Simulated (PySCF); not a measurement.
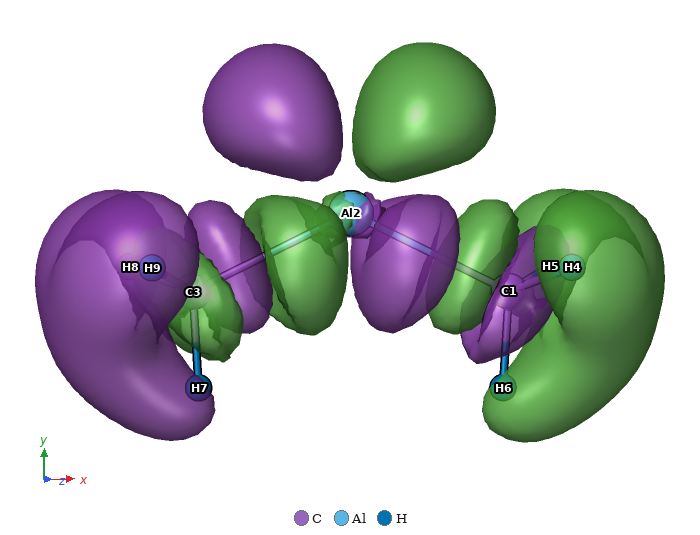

Figure. C2H6Al, doublet, SMILES `C[Al]C`. Change of the electron density in a uniform field of 0.21 V/Å, surfaces at ±0.001 e/Å³ (purple: gain, green: loss).

Method: PBE0/6-31+G*; geometry: GFN2-xTB; program: PySCF. No frequency check shows the geometry to be a minimum. The basis has diffuse s and p functions alone, which still leaves polarisabilities too small, most of all across bonds. The stability of the open-shell solution wasn't checked. GFN2-xTB doesn't know the spin state, so this open-shell geometry is rough.

The field was applied in both directions; the picture shows the one opposite to the script's first.

Q: Along which Cartesian direction does the field point?

A: Along +x: electrons gather on the −x side, against the field.

Q: How large is the response?

A: The induced dipole is 0.82 D (along the field); α along this axis, from the fields in both directions, is 80 bohr³ (11.9 Å³).

The PySCF run took 17 s on 1 thread of Intel(R) Xeon(R) Platinum 8488C (Sapphire Rapids) (shared host), peak memory 0.36 GiB.
